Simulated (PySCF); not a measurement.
# Two runs on H2

System: H2.
Method of run A: RKS PBE-D4/def2-SVP (PySCF 2.14.0).

The geometry comes from this level: PBE0-D4/def2-TZVPP. Text and figures count atoms from 1; the logs count them from 0 in places.

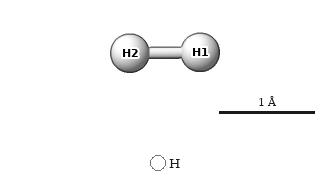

**Figure 1.** The input geometry (ball-and-stick view, seen on its broad side; atoms are numbered from 1 in the order of the input). Bond lengths as drawn: H–H 0.75 Å.

### Input file, run A
```python
import json, numpy as np
from pyscf import gto, scf, dft, mp, cc, lib
mol = gto.M(atom="""
H      0.000000     0.000000     0.015660
H     -0.000000    -0.000000     0.761030
""", basis='def2-SVP', charge=0, spin=0, verbose=3, max_memory=2000)
def mean_field(mol):
    mf = dft.RKS(mol, xc='pbe')
    mf.grids.level = 3
    mf.disp = "d4"
    mf.conv_tol = 1e-10; mf.chkfile = None; mf.max_cycle = 100
    return mf
last = {}
def solved(mol):
    mf = mean_field(mol); mf.kernel(last.get('dm'))
    if not mf.converged: mf = mf.newton().run(mf.mo_coeff, mf.mo_occ).undo_soscf()
    assert mf.converged
    last['dm'] = mf.make_rdm1()
    return mf
out = {}
def energy(mol, gradient=False):
    mf = out['mf'] = solved(mol)
    e = mf.e_tot
    out.update(e=e, ref=mf.e_tot)
    if not gradient: return e
    return e, mf.nuc_grad_method().kernel()
print('Total energy: %.8f Eh' % energy(mol))
mf = out.pop('mf')
out['dipole'] = mf.dip_moment(unit='Debye').tolist()
out['x'] = mol.atom_coords(unit='angstrom').tolist()
json.dump(out, open('result.json', 'w'))
```

Launched with:
```bash
OMP_NUM_THREADS=1 python input.py
```

Hardware: 1 thread of Intel Xeon @ 2.50GHz (Skylake/Cascade Lake), 192 GiB of memory available, shared host.

### Output (run A)
```
converged SCF energy = -1.16028158349203
Total energy: -1.16028158 Eh
Dipole moment(X, Y, Z, Debye):  0.00000, -0.00000, -0.00000
```

For run B the input was changed thus:
```diff
-    mf = dft.RKS(mol, xc='pbe')
+    mf = dft.RKS(mol, xc='pbe0')
```

What does this change do to the results?

The total energies belong to different methods, so their difference says nothing on which is more stable or more accurate. The functional changes from PBE to PBE0.

### Output (run B)
```
converged SCF energy = -1.16365861954789
Total energy: -1.16365862 Eh
Dipole moment(X, Y, Z, Debye): -0.00000,  0.00000, -0.00000
```

### The two runs side by side

| quantity | run A | run B |
| --- | --- | --- |
| outcome | converged | converged |
| total energy (hartree) | −1.160282 | −1.163659 |
| wall time (shared host) | 2.2 s | 2.1 s |
